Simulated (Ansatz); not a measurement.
Loss of H2O: C4H6O3 → C4H4O2 + H2O

Species: C4H6O3 `O=COCC1CO1`, singlet; C4H4O2 `C#CCOC=O`, singlet; H2O (water) `O`, singlet. 

Shapes, held fixed at every level: PBE0-D4/def2-TZVP. Flexible molecules stand in one conformer, not always the lowest. Programs: Ansatz 0.2.0. Electronic energies: no zero-point or thermal term.

```csv
level,kind,ΔE (kJ/mol),less CCSD(T)/CBS estimate
HF/def2-TZVPP,Hartree–Fock,+54.0,-11.0
r2SCAN-D4/def2-TZVPP,meta-GGA,+97.7,+32.7
PBE0-D4/def2-TZVPP,global hybrid,+107.2,+42.2
wB97M-V/def2-TZVPP,range-separated hybrid,+84.8,+19.8
B2PLYP/def2-TZVPP,double hybrid,+62.7,-2.3
CCSD(T)/def2-TZVPP,coupled cluster or CI,+71.3,+6.3
CCSD/def2-TZVPP,coupled cluster or CI,+70.4,+5.4
CCSD(T)/CBS estimate,coupled cluster or CI,+65.0,0.0
```

The highest level, CCSD(T)/CBS estimate, gives ΔE = +65.0 kJ/mol; the levels span +54.0 to +107.2. The column of differences is taken from that level and isn't an error. No measured value is set beside it here. The CBS estimate extrapolates MP2 from def2-TZVPP and def2-QZVPP and adds CCSD(T) − MP2 in the triple-zeta set, cores frozen.

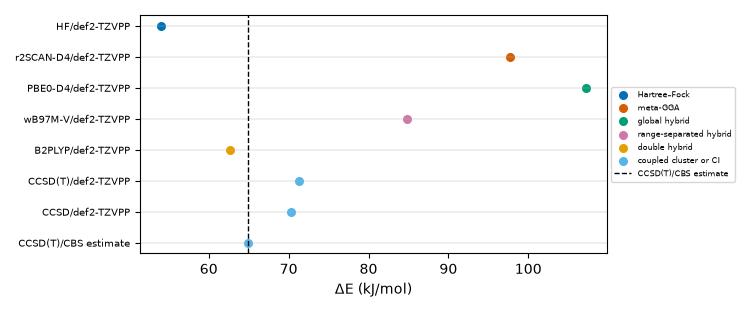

The values of the table, level by level.
